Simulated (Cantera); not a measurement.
Feed: 1 mol Si, a varied amount of Cl2, equilibrated at 500 °C and 0.150 bar.

Equilibrium computed with Cantera from the NASA thermochemical tables; the gas is ideal and each condensed phase is pure. Candidate condensed phases: Si; 9 gas species. The tables' values for SiCl3 are old estimates; treat these amounts as uncertain. Kinetics and transport are ignored.

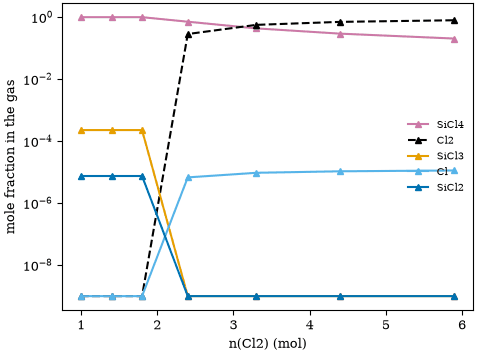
Figure: Equilibrium gas composition (values under 1e-9 drawn at 1e-9)

From 1 mol Cl2 to 1.8 mol Cl2 the condensed part is Si(s). From 2.4 mol Cl2 to 5.9 mol Cl2 nothing is condensed. The main Si-bearing gas is SiCl4 throughout.
